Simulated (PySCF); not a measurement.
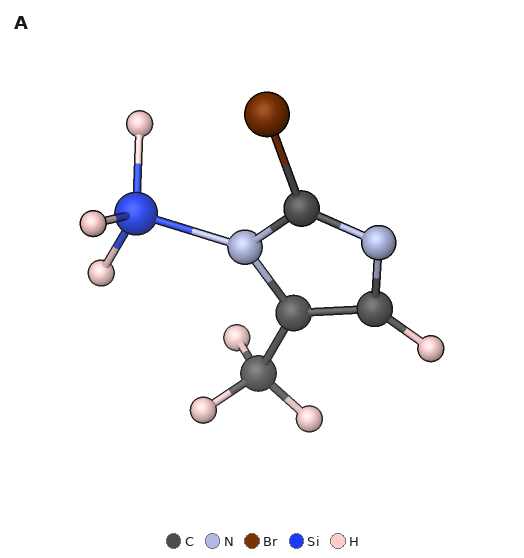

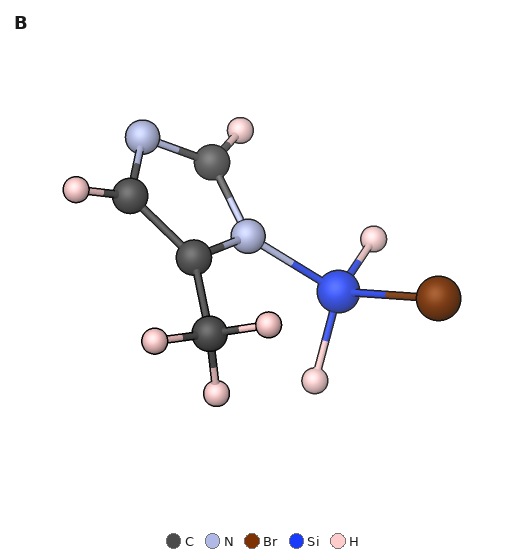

2 stationary structures of one formula. Geometries: GFN2-xTB. Electronic energies: PBE0/def2-SVPD (PySCF 2.14.0), without zero-point energy. No frequency run is at hand to confirm each as a minimum. Each is one conformer, not always the lowest.

**Are they conformers, stereoisomers or constitutional isomers?**

They are constitutional isomers of C4H7BrN2Si: A `Cc1cnc(Br)n1[SiH3]`, B `Cc1cncn1[SiH2]Br`.

**Which is lowest in energy, and by how much?**

B is lowest; A lies 1.565 eV above it.

The geometry is semi-empirical. Around Br, Si such bond lengths and angles can be off by a tenth of an ångström or more and by several degrees, and values that hang on the shape move with them.
